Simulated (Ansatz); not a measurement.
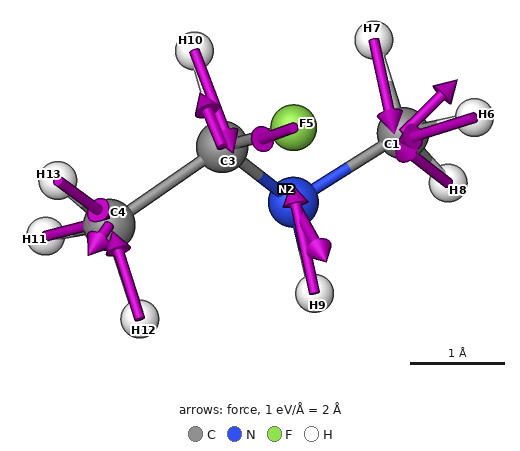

Starting geometry of C3H8FN with the computed forces as purple arrows. Style: ball-and-stick. Shown at a tilt.

The start comes from PBE-D4/def2-SVP.

Computed with RKS PBE0-D4/def2-TZVP in Ansatz. Set-up: force threshold 0.005 eV/Å; at most 150 steps.

Question: What follows when this structure is relaxed?

Answer: It isn't relaxed: the largest force vector, on H10, is 0.63 eV/Å. The final displacements follow the starting forces only in part (cosine between the two patterns 0.64). The atom that moves furthest after the best rigid fit is H7 (0.036 Å). By element the largest moves are H 0.036 Å, F 0.021 Å, C 0.014 Å, N 0.013 Å. Among the contacts that change: C1–H6 1.115 → 1.096 Å, C1–H7 1.111 → 1.093 Å, N2–H9 1.027 → 1.012 Å, C3–C4 1.517 → 1.505 Å. Over 5 geometry steps the energy falls by 0.051 eV. The largest force component goes from 0.52 to 0.0018 eV/Å. Cost: 21 s on 4 threads of Arm Neoverse V1, with other jobs on the host.
